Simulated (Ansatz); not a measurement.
```json
{"atom": "Si", "x (Å)": "0.1261", "y (Å)": "-0.3565", "z (Å)": "-0.6246"}
{"atom": "O", "x (Å)": "-1.2285", "y (Å)": "-0.4013", "z (Å)": "0.3875"}
{"atom": "O", "x (Å)": "1.1024", "y (Å)": "0.7578", "z (Å)": "0.2370"}
```

Geometry: PBE0-D4/def2-TZVP.

The calculation used UKS PBE0-D4/def2-TZVP in Ansatz 0.2.0.

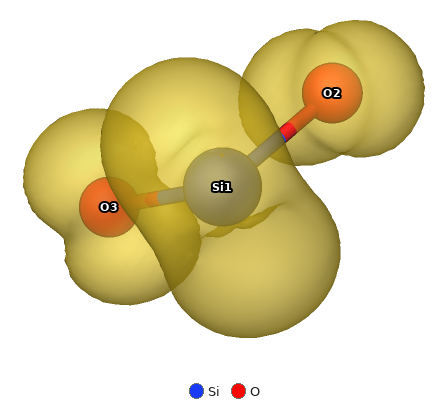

O2Si (quintet). Isosurfaces of the spin density at +0.08 (yellow) and −0.08 e/Å³ (cyan), seen at an oblique angle.

> Which atoms carry the spin?

The unpaired spin (4 electrons) lies mostly on Si1 (about 1.7), O2 (about 1.1) and O3 (about 1.1), in electrons by Hirshfeld's partition. Only one sign reaches the isovalue.
